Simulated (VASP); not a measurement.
Band structure of Os (hcp). Calculation: PBEsol GGA, VASP's PBE PAW potentials (set 64) (plane waves; VASP).

Unless said otherwise, spin-orbit coupling is left out, though it shifts the bands of the heavy elements here.

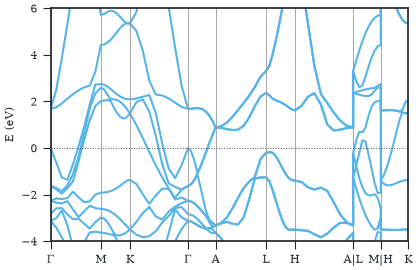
Bands along high-symmetry lines, zero at the valence-band maximum or, without a gap, the Fermi level

**Question.** Read the plot: is there a gap, and where are the band edges?

**Answer.** It has no gap at this level: it comes out as a metal or semimetal. (Edges off the drawn lines would not show.)

The compound is Os in the hcp structure. It was relaxed first.
